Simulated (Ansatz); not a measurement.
Input file:

```
crystal:
  periodic: [false, false, false]
  atoms:
    - {symbol: C, position_ang: [1.348331, -1.188950, 1.137812]}
    - {symbol: O, position_ang: [1.318765, 0.150984, 0.664079]}
    - {symbol: B, position_ang: [-1.485239, 0.770565, -0.912547]}
    - {symbol: O, position_ang: [-2.693008, 0.898993, -1.535103]}
    - {symbol: O, position_ang: [-0.391722, 0.388498, -1.654199]}
    - {symbol: O, position_ang: [-1.440872, 1.024823, 0.429038]}
    - {symbol: H, position_ang: [2.188966, -1.744712, 0.712842]}
    - {symbol: H, position_ang: [0.419100, -1.656851, 0.815224]}
    - {symbol: H, position_ang: [1.399401, -1.225585, 2.229591]}
    - {symbol: H, position_ang: [2.120822, 0.604241, 0.933743]}
    - {symbol: H, position_ang: [-2.620336, 0.699520, -2.470311]}
    - {symbol: H, position_ang: [0.406330, 0.326532, -1.115993]}
    - {symbol: H, position_ang: [-0.550138, 0.917042, 0.780623]}
basis:
  gaussian: {orbitals: def2-TZVPP}
hamiltonian: {xc: pbe0, dispersion: d4}
output: {orbitals: {seedname: orbitals}}
```

Command:

```sh
ansatz run in.yaml --threads 4 --pin off --events-out ev --progress --plain --max-ram 11315MiB
```

Geometry: PBE0-D4/def2-TZVP; at this geometry the atoms fall into two loosely joined parts.

These are results of RKS PBE0-D4/def2-TZVPP in Ansatz, not measurements.

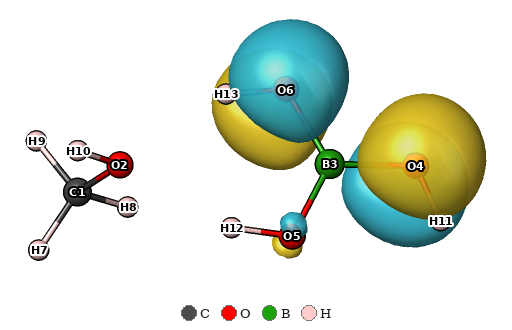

CH₇BO₄. The HOMO at ±0.1 Å⁻³ᐟ² (yellow and cyan are the two phases), seen across its widest extent.

Describe this orbital and give its energy.

By Hirshfeld shares it lies mainly on O4 (about 45 %) and O6 (about 40 %); largely a combination of lone pairs on O4 and O6. Its energy is −8.66 eV.
